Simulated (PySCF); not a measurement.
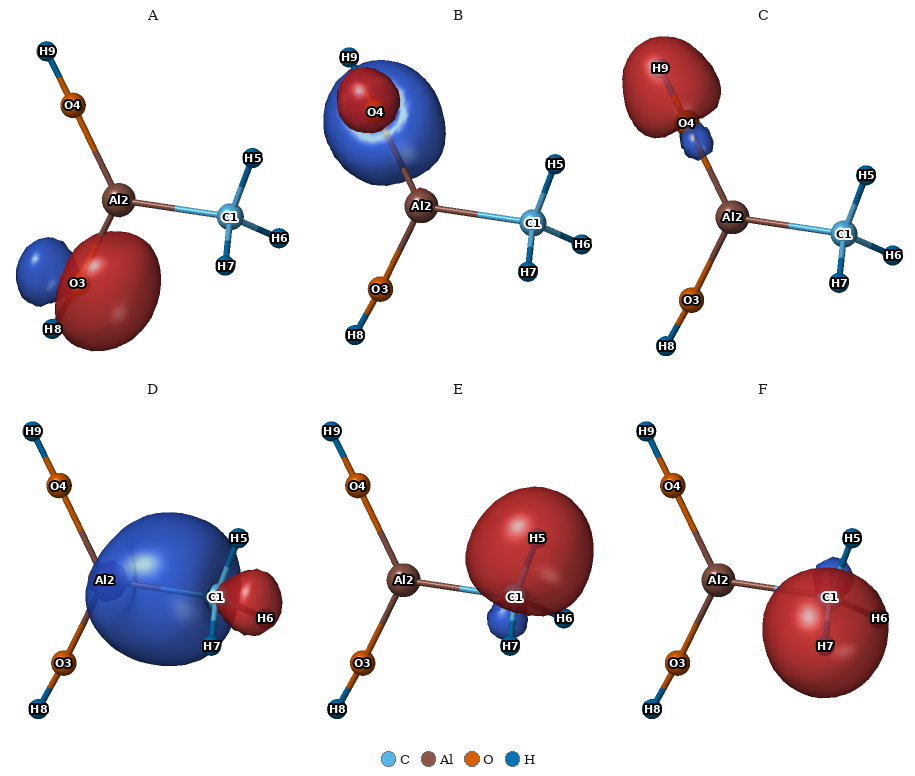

Figure. CH5AlO2, SMILES `C[Al](O)O`. Foster–Boys orbitals, occupied; each surface holds about 80 % of the orbital's density. Energies are diagonal elements of the Fock matrix.

Computed with PySCF, B3LYP/def2-SVPD, geometry: GFN2-xTB. No frequency check shows the geometry to be a minimum.

Name the orbitals, with their atomic make-up and energies.

Answer. By panel:
- A: lone pair on O3 (sp4-type) (O3 92 %, Al2 8 %; −12.6 eV)
- B: lone pair on O4 (sp3.5-type) (O4 89 %, Al2 10 %; −13.2 eV)
- C: σ bond O4–H9 (O4 68 %, H9 32 %; −19.3 eV)
- D: σ bond C1–Al2 (C1 67 %, Al2 32 %; −9.6 eV)
- E: σ bond C1–H5 (C1 55 %, H5 44 %; −12.5 eV)
- F: σ bond C1–H7 (C1 54 %, H7 44 %; −12.6 eV)

How do all the valence pairs divide up?

Answer. 12 pairs: 6 σ bonds and 6 lone pairs.

Run time: 16 s on 1 thread of Arm Neoverse V1, on a shared host, peak memory 0.51 GiB.
